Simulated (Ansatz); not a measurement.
## Run report: SnHCl3, phonon calculation

SnHCl3, computed with RHF/def2-SVP (Ansatz 0.2.0).

It belongs to a series of runs on one base structure; here: vibrations at the highest image of the band. Figures and captions count atoms from 1; the log counts them from 0 in places.

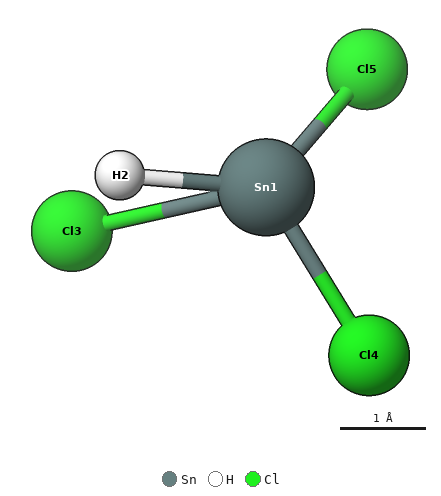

**Figure 1.** The structure as given in the input (ball-and-stick view, seen at a tilt; atoms are numbered from 1 in the order of the input). Sticks mark near contacts. Bond lengths as drawn: Cl–Sn 2.33 to 2.64 Å and H–Sn 1.78 Å.

### Input
```yaml
crystal:
  periodic: [false, false, false]
  atoms:
    - { symbol: Sn, position_ang: [-0.298819, 0.0, 0.421474] }
    - { symbol: H, position_ang: [0.981712, 0.0, 1.652774] }
    - { symbol: Cl, position_ang: [2.342135, 0.0, 0.490103] }
    - { symbol: Cl, position_ang: [-0.931864, 1.836892, -0.871075] }
    - { symbol: Cl, position_ang: [-0.931864, -1.836892, -0.871075] }
basis:
  gaussian: { orbitals: def2-SVP }
hamiltonian:
  xc: hf
phonons: {}
```

Command:
```bash
ansatz run input.yaml --threads 1 --pin off --max-ram 2048MiB --backend cpu --events-out ev --progress --plain --runs-dir out
```

### What the program printed
```
Engine: ansatz 0.2.0, aarch64-unknown-linux-gnu
Functional definition: HF
  exchange = exact_x
  correlation = 0
934 factors; integrals over basis functions are off by at most 2.5e-4 eV
mean field evaluation 1: about -43319.4462 eV, gradient 2.2e1 eV
mean field evaluation 2: about -43319.4529 eV, gradient 2.2e1 eV
mean field evaluation 4: about -43321.2306 eV, gradient 1.5e0 eV
mean field evaluation 8: about -43321.2505 eV, gradient 1.2e-3 eV
mean field -43321.25048656 eV, -1592.0265911829 hartree, gradient 2.2e-5 eV, S^2 0.000000; 0 other end points of the search recorded, 0 dependent functions left out
the calculation of the forces begins
reference -43321.25048656 eV, -1592.0265911829 hartree; 37, 37 occupied and 48, 48 virtual orbitals, 934 factors
these checks for a lower state are left out or cut short: stability, starts, cluster_reference, orbital_swaps, neighbouring_geometries, increment
934 factors; integrals over basis functions are off by at most 2.5e-4 eV
mean field evaluation 16: about -43321.2505 eV, gradient 1.8e-4 eV
mean field -43321.25049449 eV, -1592.0265914744 hartree, gradient 2.9e-6 eV, S^2 0.000000; 0 other end points of the search recorded, 0 dependent functions left out
[... from here on the field's lines of each further geometry are left out, up to the last ...]
the calculation of the forces begins
reference -43321.25043242 eV, -1592.0265891934 hartree; 37, 37 occupied and 48, 48 virtual orbitals, 934 factors
these checks for a lower state are left out or cut short: stability, starts, cluster_reference, orbital_swaps, neighbouring_geometries, increment
934 factors; integrals over basis functions are off by at most 2.5e-4 eV
mean field -43321.25050736 eV, -1592.0265919471 hartree, gradient 1.6e-6 eV, S^2 0.000000; 0 other end points of the search recorded, 0 dependent functions left out
the calculation of the forces begins
reference -43321.25050736 eV, -1592.0265919471 hartree; 37, 37 occupied and 48, 48 virtual orbitals, 934 factors
WARN: phonons: modes at or below zero, which the zero-point energy, F, S and C_V leave out: 1, the lowest at -1557.04 cm⁻¹. A minimum has none, and a first-order saddle one
Total energy: -43321.25048656 eV, -1592.0265911829 hartree
Atom 0 at    -0.298819     0.000000     0.421474 Å, force     0.010908    -0.000000     0.037156 eV/Å
Atom 1 at     0.981712     0.000000     1.652774 Å, force    -0.008737    -0.000000    -0.003289 eV/Å
Atom 2 at     2.342135     0.000000     0.490103 Å, force     0.009114    -0.000000    -0.003901 eV/Å
Atom 3 at    -0.931864     1.836892    -0.871075 Å, force    -0.005643     0.022766    -0.014983 eV/Å
Atom 4 at    -0.931864    -1.836892    -0.871075 Å, force    -0.005643    -0.022766    -0.014983 eV/Å
Dipole moment:    -0.410104    -0.000000     0.560426 e Å
Vibrations: -1557.04 82.47 103.01 135.49 277.50 397.21 399.58 539.03 1680.83 cm⁻¹, zero-point energy 0.224108 eV
```

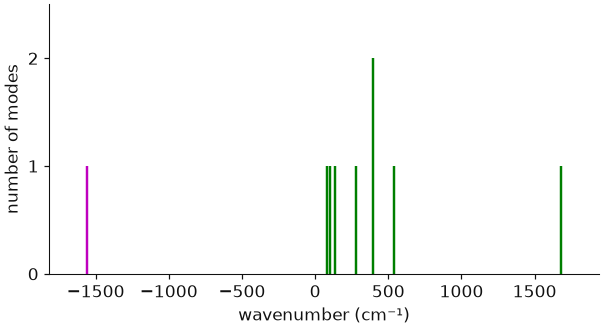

**Figure 2.** Harmonic vibrational wavenumbers from the force constants; neighbouring modes closer than 15 cm⁻¹ are counted in one stick, and imaginary ones are drawn at negative wavenumbers. 9 modes from 1557i to 1681 cm⁻¹, 1 imaginary beyond 8i (1557i cm⁻¹): a first-order saddle point, if the geometry is stationary.

### Summary

- outcome: converged
- total energy: −43321.2505 eV
- mean-field energy: −43321.2505 eV
- largest force (length of the vector): 0.039 eV/Å
- hardware: 1 thread of Arm Neoverse V1, 24 GiB of memory available, shared host
- wall time: 31 s
- peak memory: 0.18 GiB
